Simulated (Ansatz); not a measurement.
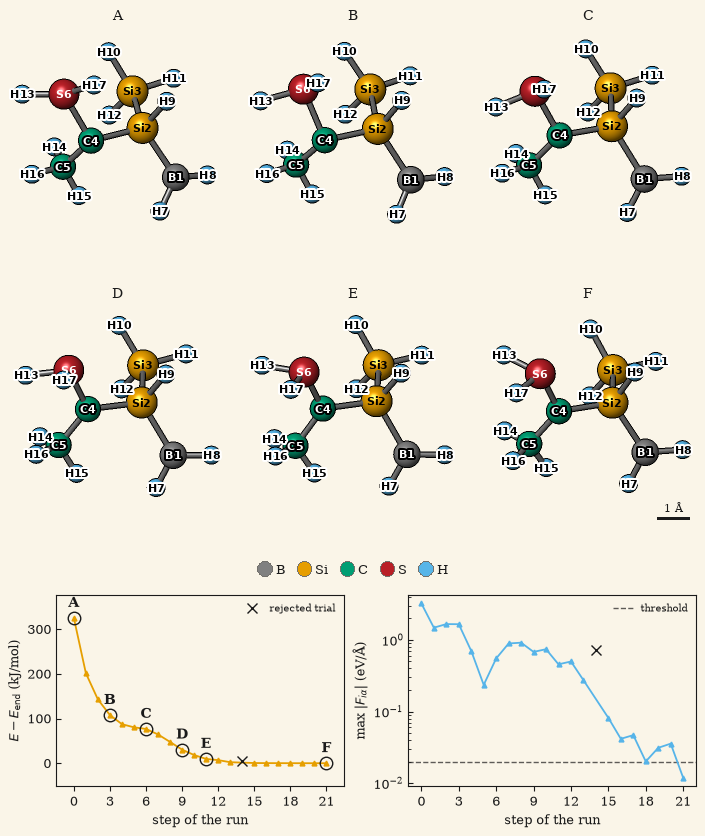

Frames of a relaxation of C2H11BSSi2, marked on the history of the run. Style: ball-and-stick. Shown at a tilt.

The run prepares an end point of a later path (hydrogen shift) calculation, from a guessed geometry.

These are results of RKS PBE0-D4/6-31G* (Ansatz), not measurements. (no spin polarisation; force threshold 0.02 eV/Å; at most 50 steps)

Question: Describe the path.

Answer: H17 moves most after the best rigid fit: 1.81 Å. By element the largest moves are H 1.81 Å, Si 0.44 Å, S 0.37 Å, C 0.31 Å, B 0.16 Å. Near-neighbour distances that change, for instance: Si2–Si3 2.210 → 2.387 Å, C4–S6 1.819 → 1.663 Å, B1–H8 1.131 → 1.200 Å, C5–H16 1.141 → 1.102 Å. Among the angles between lasting bonds that change: H13–S6–H17 148.9° → 89.1°, B1–Si2–Si3 108.0° → 94.4°, C4–S6–H17 94.3° → 107.8°. Groups turn about B1–Si2 by about 30°. Over 20 accepted moves (21 points after the start) the energy falls by 325.1 kJ/mol. The largest force component goes from 3.2 to 0.012 eV/Å. The line search rejected the trial step at point 14 of the run. From step 0 to 3: H13 moves most (0.51 Å), energy −217.3 kJ/mol. From step 3 to 6: H7 moves most (0.45 Å), energy −31.1 kJ/mol. From step 6 to 9: H17 moves most (0.58 Å), energy −46.3 kJ/mol. From step 9 to 11: H17 moves most (0.39 Å), energy −20.8 kJ/mol. From step 11 to 21: H13 moves most (0.38 Å), energy −9.59 kJ/mol.

```json
{"step": "0", "E − E(0), kJ/mol": "0.00", "largest force component, eV/Å": "3.2278", "note": ""}
{"step": "1", "E − E(0), kJ/mol": "-123.70", "largest force component, eV/Å": "1.4826", "note": ""}
{"step": "2", "E − E(0), kJ/mol": "-182.33", "largest force component, eV/Å": "1.6634", "note": ""}
{"step": "3", "E − E(0), kJ/mol": "-217.32", "largest force component, eV/Å": "1.6570", "note": ""}
{"step": "4", "E − E(0), kJ/mol": "-237.68", "largest force component, eV/Å": "0.7015", "note": ""}
{"step": "5", "E − E(0), kJ/mol": "-244.74", "largest force component, eV/Å": "0.2358", "note": ""}
{"step": "6", "E − E(0), kJ/mol": "-248.41", "largest force component, eV/Å": "0.5514", "note": ""}
{"step": "7", "E − E(0), kJ/mol": "-260.69", "largest force component, eV/Å": "0.8922", "note": ""}
{"step": "8", "E − E(0), kJ/mol": "-277.45", "largest force component, eV/Å": "0.9152", "note": ""}
{"step": "9", "E − E(0), kJ/mol": "-294.70", "largest force component, eV/Å": "0.6806", "note": ""}
{"step": "10", "E − E(0), kJ/mol": "-306.73", "largest force component, eV/Å": "0.7420", "note": ""}
{"step": "11", "E − E(0), kJ/mol": "-315.52", "largest force component, eV/Å": "0.4565", "note": ""}
{"step": "12", "E − E(0), kJ/mol": "-318.16", "largest force component, eV/Å": "0.4999", "note": ""}
{"step": "13", "E − E(0), kJ/mol": "-322.80", "largest force component, eV/Å": "0.2744", "note": ""}
{"step": "14", "E − E(0), kJ/mol": "-320.83", "largest force component, eV/Å": "0.7208", "note": "rejected"}
{"step": "15", "E − E(0), kJ/mol": "-324.65", "largest force component, eV/Å": "0.0815", "note": ""}
{"step": "16", "E − E(0), kJ/mol": "-324.84", "largest force component, eV/Å": "0.0416", "note": ""}
{"step": "17", "E − E(0), kJ/mol": "-324.96", "largest force component, eV/Å": "0.0469", "note": ""}
{"step": "18", "E − E(0), kJ/mol": "-325.02", "largest force component, eV/Å": "0.0201", "note": ""}
{"step": "19", "E − E(0), kJ/mol": "-325.06", "largest force component, eV/Å": "0.0312", "note": ""}
{"step": "20", "E − E(0), kJ/mol": "-325.08", "largest force component, eV/Å": "0.0356", "note": ""}
{"step": "21", "E − E(0), kJ/mol": "-325.11", "largest force component, eV/Å": "0.0119", "note": ""}
```
